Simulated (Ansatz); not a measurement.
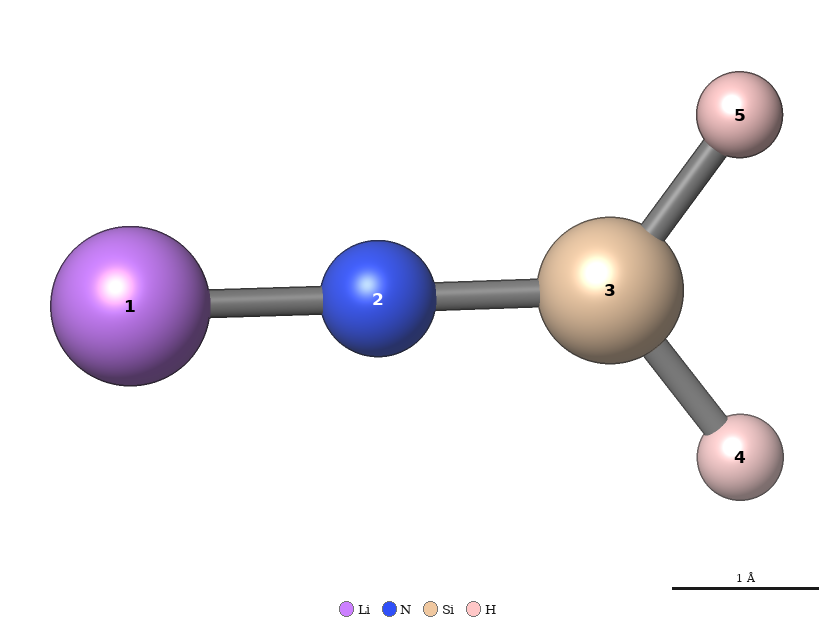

Orthographic view. Distant atoms are faded towards the background colour. The geometry was computed by an optimisation with PBE-D4/def2-SVP. No frequency run is at hand to confirm it as a minimum.

Give the distance matrix in Å.

| atom | Li1 | N2 | Si3 | H4 | H5 |
| --- | --- | --- | --- | --- | --- |
| Li1 | 0.00 |  |  |  |  |
| N2 | 1.72 | 0.00 |  |  |  |
| Si3 | 3.32 | 1.61 | 0.00 |  |  |
| H4 | 4.40 | 2.79 | 1.52 | 0.00 |  |
| H5 | 4.40 | 2.79 | 1.52 | 2.45 | 0.00 |
